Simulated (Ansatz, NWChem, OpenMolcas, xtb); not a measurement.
Strength of the B–C bond: BH3(CO) → BH3 + CO

Gas-phase species: BH3(CO), singlet; BH3 (borane) `B`, singlet; CO (carbon monoxide), singlet. 

Shapes, held fixed at every level: PBE0-D4/def2-TZVP. Programs: Ansatz 0.2.0, NWChem 7.3.0, OpenMolcas 26.06, xtb 6.7.1. A level may come from different programs for different species; with the same settings they agree closely. The zero-point and thermal change to 298 K, harmonic and unscaled (PBE0-D4/def2-TZVP), is -8.5 kJ/mol.

```
                             level            kind  ΔH(298 K) (kJ/mol)
                          GFN2-xTB  semi-empirical              +173.4
                         HF/STO-3G    Hartree–Fock               +72.5
                          HF/3-21G    Hartree–Fock               +46.1
                       HF/def2-SVP    Hartree–Fock               +22.6
B3LYP/6-31G* (spherical functions)   global hybrid              +120.3
                     PBE0/def2-SVP   global hybrid              +150.0
```

PBE0/def2-SVP gives ΔH(298 K) = +150.0 kJ/mol; the levels span +22.6 to +173.4. Both fragments are taken as closed shells, so no electrons are unpaired. The median of the levels is +96.4. No measured value is set beside it here. PBE0/def2-SVP lies outside the range of the other correlated levels here, so it shouldn't be taken on trust. Rows in sets without polarisation functions are far from converged.

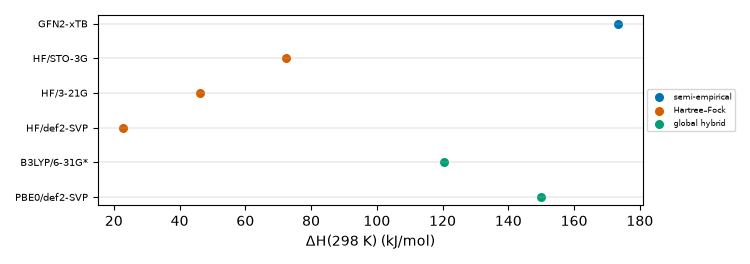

The values of the table, level by level.
